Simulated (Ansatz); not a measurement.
The figure comes from a scan of PtSe2 (CdI2 type): one Pt atom of a 3-atom cell moves by u along (1.00, 0.00, 0.00) and v along (0.00, 1.00, 0.00). These are PBE-D3(BJ) (plane waves to 420 eV, PAW, scalar-relativistic; Ansatz, a first-principles code) values and carry that method's errors. k mesh 11×11×8 (Γ-centred), Fermi-Dirac smearing 0.05 eV. Energies are smeared free energies. Points where atoms come too close for the PAW data are left out (x in tables, blank in figures). With partly filled bands, energies and forces of such displacements shift with the k mesh and the smearing. PtSe2 is run without spin polarisation. PtSe2 was relaxed with its symmetry unable to fall. Spin-orbit coupling is left out, though Pt is heavy. The zero of ΔE is the undisplaced structure. Axes are in Å.

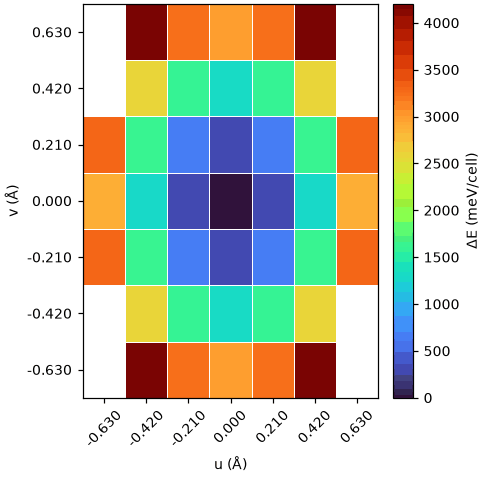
Figure: ΔE (meV/cell), one tile a computed point.

Read the plotted values off the figure, to the accuracy that the plot allows.

To the nearest 500:

ΔE (meV/cell), with u across and v down:

| v \ u | -0.630 | -0.420 | -0.210 | 0.000 | 0.210 | 0.420 | 0.630 |
|---|---|---|---|---|---|---|---|
| -0.630 | x | 4000 | 3000 | 3000 | 3000 | 4000 | x |
| -0.420 | x | 2500 | 1500 | 1500 | 1500 | 2500 | x |
| -0.210 | 3500 | 1500 | 500 | 500 | 500 | 1500 | 3500 |
| 0.000 | 3000 | 1500 | 500 | 0 | 500 | 1500 | 3000 |
| 0.210 | 3500 | 1500 | 500 | 500 | 500 | 1500 | 3500 |
| 0.420 | x | 2500 | 1500 | 1500 | 1500 | 2500 | x |
| 0.630 | x | 4000 | 3000 | 3000 | 3000 | 4000 | x |

(For displaced atoms, the force is minus the slope of the energy, and its curvature is a force constant, which sets phonon frequencies.)
